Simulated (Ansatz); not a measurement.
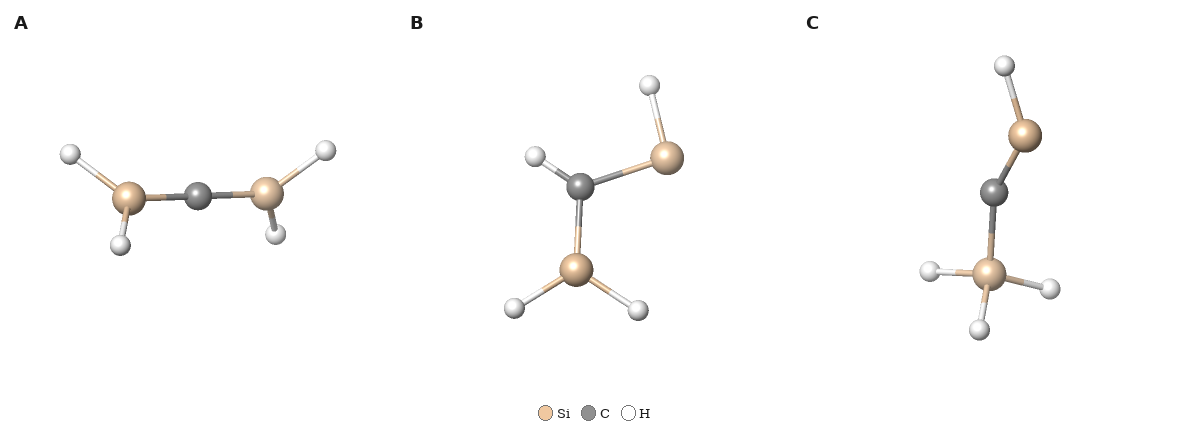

3 stationary structures of one formula. Geometries: PBE0-D4/def2-TZVP. Electronic energies: RHF-CCSD(T) (frozen core)/def2-TZVPP (Ansatz 0.2.0), without zero-point energy. No frequency run is at hand to confirm each as a minimum. Each is one conformer, not always the lowest.

### Which is lowest in energy, and by how much?

B is lowest (Cs); A lies 0.324 eV above it (D2d), C lies 0.736 eV above it (Cs).
